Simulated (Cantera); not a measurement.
Charge: 1 mol Si, 0.78 mol Cl₂, a varied amount of H₂, equilibrated at 1175 K and 4.30 bar.

Method: chemical equilibrium by Gibbs-energy minimisation in Cantera with the NASA 1993 tables (ideal gas, pure condensed phases). Candidate condensed phases: Si; 19 gas species. The tables' values for SiCl₃ are old estimates; treat these amounts as uncertain. Kinetics and transport are ignored.

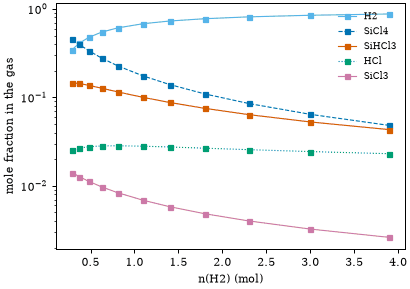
Equilibrium gas composition (values under 1e-9 drawn at 1e-9)

From 0.29 mol H₂ to 3.9 mol H₂ the condensed part is Si(s). The main Si-bearing gas is SiCl₄ throughout.
